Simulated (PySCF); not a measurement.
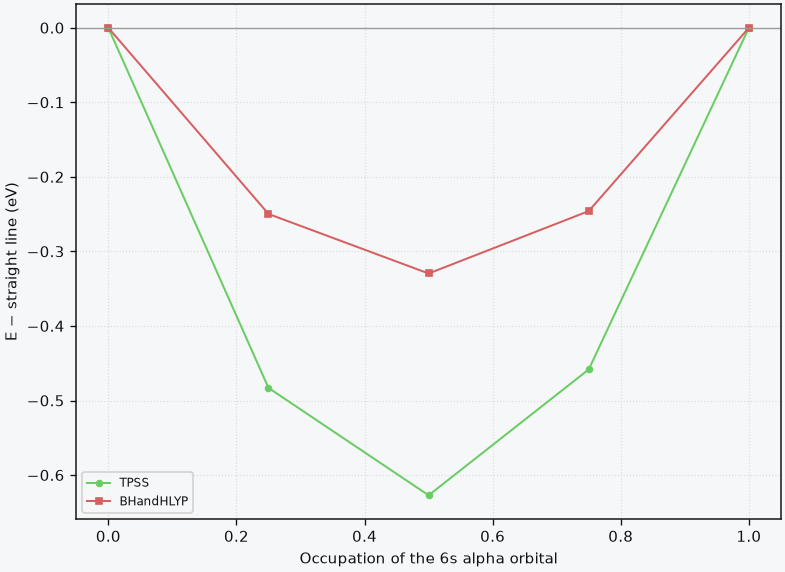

One 6s alpha orbital of Pm⁺ ([Xe] 4f⁵ 6s) is emptied in steps. The plot gives the energy less the straight line between the integer ends. PySCF, def2-SVP with a 28-electron core potential, unrestricted single determinants, no spin-orbit coupling.

What do the curves say about each method?

TPSS: convex (delocalisation error), largest departure −0.63 eV, removal energy 10.85 eV; BHandHLYP: convex (delocalisation error), largest departure −0.33 eV, removal energy 10.90 eV. The NIST semi-empirical removal energy is 10.94 eV. The exact energy is a straight line between whole electron numbers.
